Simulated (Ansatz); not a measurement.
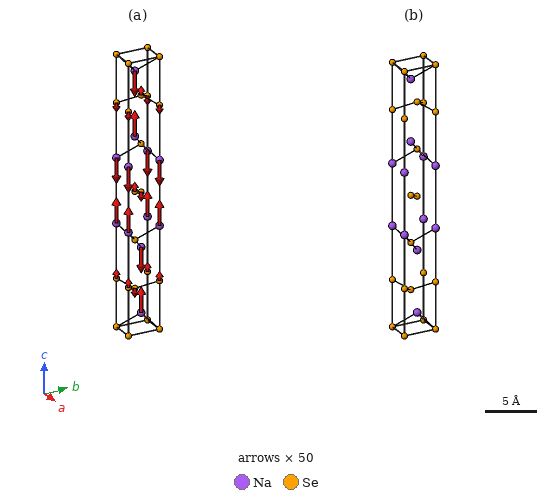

The structure of solid Na$_{2}$Se$_{3}$ (built on the tetradymite_166 type) before (left) and after (right) a relaxation, at one scale. The red arrows give the displacements (the part carried along by the change of the cell is left out), magnified 50 times.

The picture is a ball-and-stick view of the conventional cell (3 times the calculation's cell), seen slightly off an axis. Lengths and directions refer to the drawn axes.

Case: tetradymite type (R-3m, No. 166).

All numbers below come from DFT PBE, scalar-relativistic, plane waves, PAW (Ansatz 0.2.0).

Input
```yaml
crystal:
  lattice:
    - [2.2059234871, 1.2735905191, 9.2137796947]
    - [-2.2059234871, 1.2735905191, 9.2137796947]
    - [0.0, -2.5471810382, 9.2137796947]
  atoms:
    - { symbol: Na, position: [0.379879589, 0.379879589, 0.379879589] }
    - { symbol: Na, position: [0.620120411, 0.620120411, 0.620120411] }
    - { symbol: Se, position: [0.0, 0.0, 0.0] }
    - { symbol: Se, position: [0.1778050663, 0.1778050663, 0.1778050663] }
    - { symbol: Se, position: [0.8221949337, 0.8221949337, 0.8221949337] }
basis:
  ecutwfc: 420
kpoints:
  mp_grid: { grid: [12, 12, 12] }
hamiltonian:
  xc: pbe
scf:
  occupations: { method: gaussian, width: 0.1 }
output:
  forces: true
  stress: true
  eigenvalues: true
relax:
  adjacent_minimum: "off"
  f_tol: 0.01
  max_steps: 80
  cell: { stress_tol: 0.05 }
```

Command:
```bash
ansatz run input.yaml --threads 1 --pin off --max-ram 2560MiB --backend cpu --events-out ev --progress --plain --runs-dir out
```

Describe what moved and what it gained.

Answer. The largest moves relative to the cell, 0.054 Å, are those of Na1 and Na2. Na2 goes along −c. Largest moves by element: Na 0.054 Å, Se 0.020 Å. Cell: a = b 4.412 → 4.411 Å (0.0 %), c 27.641 → 26.826 Å (−2.9 %). Volume −3.0 %. Some distances before and after: Na1–Se3 2.854 → 2.860 Å, Se4–Se5 2.621 → 2.625 Å. The space group stays R-3m (No. 166). Over 5 accepted moves (7 points after the start) the energy falls by 4.0 meV per cell of the calculation. Largest force component: 0.083 eV/Å at the start, 0.00016 eV/Å at the end. The pressure goes from 0.04 to 0.00 GPa. The line search rejected the trial step at point 1 of the run. The SCF was repeated once at an unchanged geometry on a basis and grid sized afresh for the cell, which shifted the energy by 0.2 meV per cell of the calculation at most.
